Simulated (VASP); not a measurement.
Band structure of ZrS2 (1T layered). Method: vdW-DF-cx, VASP's PBE PAW potentials (set 64) (plane waves; VASP).

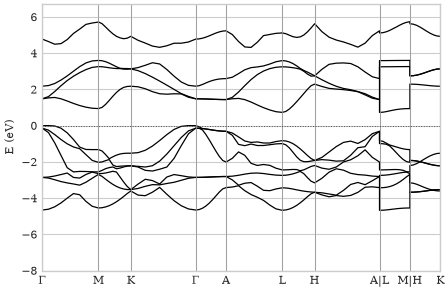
Fig. 1. Bands along high-symmetry lines, zero at the valence-band maximum or, without a gap, the Fermi level

### Question
Read the plot: is there a gap, and where are the band edges?

### Answer
The gap is indirect, 0.73 eV, from the valence maximum at K-Γ at 0.89 to the conduction minimum at L. (Edges off the drawn lines would not show.)

Measured: gap 1.70 eV (computed value off by -0.97 eV), as given by Miłosz Rybak et al., Nanomaterials (2022), arXiv:2210.12074.

The compound is ZrS2 in the 1T layered structure. It was relaxed first.
